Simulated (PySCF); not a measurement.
C$_{6}$H$_{11}$FO$_{2}$Si (SMILES CC(=O)/C=C(\C)O[SiH2]CF)

The calculation's input:

```
{"job": {"kind": "nmr", "xc": "PBE0", "basis": "pcSseg-1"}, "charge": 0, "multiplicity": 1}
C      3.632496     1.146093     0.428115
C      2.585630     0.120616     0.053862
O      2.871445    -0.882338    -0.568568
C      1.245927     0.471105     0.517099
C      0.121588    -0.248629     0.340975
C      0.023033    -1.554984    -0.358624
O     -1.018581     0.257094     0.854588
Si    -2.610508    -0.053184     0.794460
C     -3.312924     0.327641    -0.953892
F     -2.944107    -0.658533    -1.853385
H      3.688564     1.227168     1.511756
H      3.358717     2.119733     0.027719
H      4.601308     0.849126     0.035953
H      1.158601     1.405763     1.052568
H     -0.358696    -2.306543     0.332083
H      0.997377    -1.856544    -0.729475
H     -0.679051    -1.474884    -1.187525
H     -2.933124    -1.443185     1.106702
H     -3.096845     0.944665     1.733968
H     -2.935754     1.268048    -1.364992
H     -4.404017     0.358714    -0.968814
```

Command:

```sh
OMP_NUM_THREADS=1 python probes_run.py task.json out
```

Geometry: GFN2-xTB.

All numbers below come from PBE0/pcSseg-1, SCF density, gas phase, non-relativistic in PySCF 2.14.0.

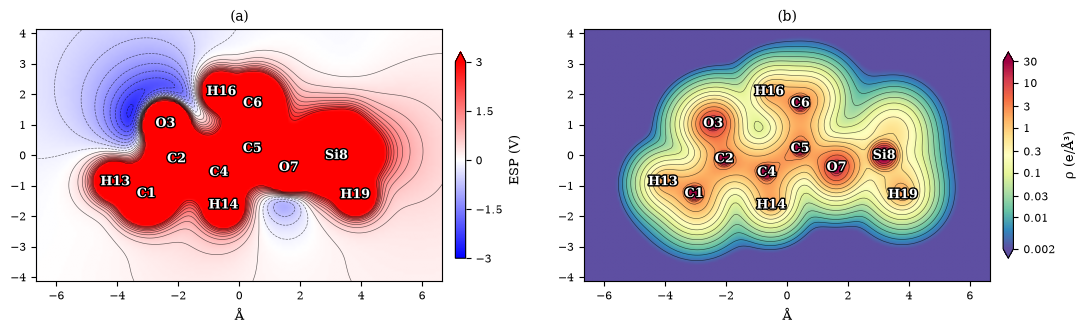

Figure 1. (a) electrostatic potential; (b) electron density on the plane of atoms C4, C5 and O7.

Q: Read the bonding off the picture.

A:
- Atoms in the plane: C, O, Si and H.
- C–O (1.21 Å): ρ is about 3.2 e/Å³ halfway.
- C–C (1.35 Å): ρ is about 2.3 e/Å³ halfway.
- Si–O (1.62 Å): ρ at the midpoint is about 1.1 e/Å³.
- C–H (1.08 Å): the density is about 2 e/Å³ at the midpoint.
- C–O (1.35 Å): ρ at the midpoint is about 2.3 e/Å³, with its minimum of 1.9 e/Å³ about 0.5 Å from C.
- Outside the dense part of the molecule the potential is most negative (−2.5 V) near O3.

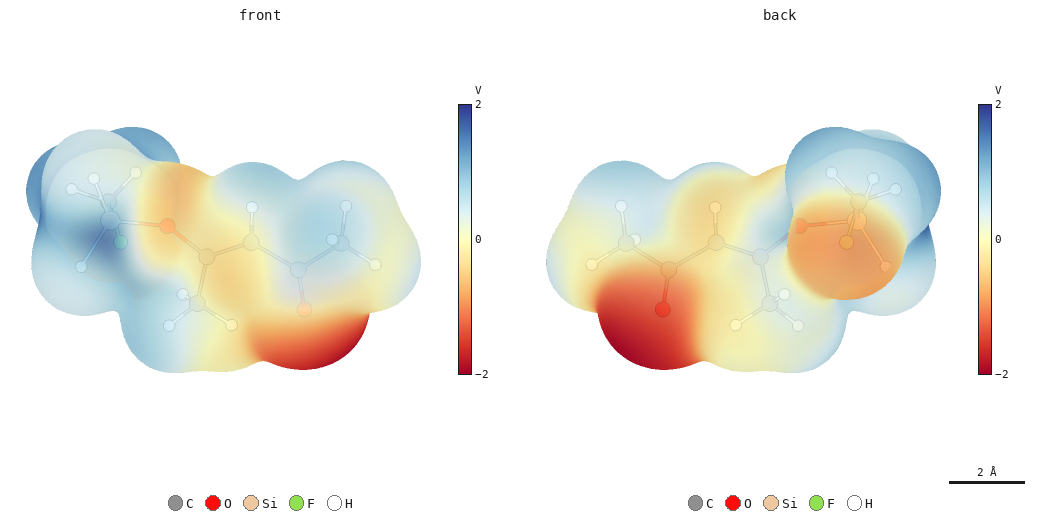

Figure 2. The molecular electrostatic potential painted on the density surface at 0.002 e/bohr³, seen from the front and from behind; red is negative and blue positive.

Q: Which sites attract a positive test charge, and which a negative one?

A: A positive charge is drawn to the negative regions and a negative charge to the positive ones. The most negative region (about −1.9 V) lies over O3, the most positive (about +1.9 V) over Si8. O3 is the likeliest acceptor of a hydrogen bond.

Q: What dipole moment does the calculation give?

A: Its dipole moment is 4.10 D.
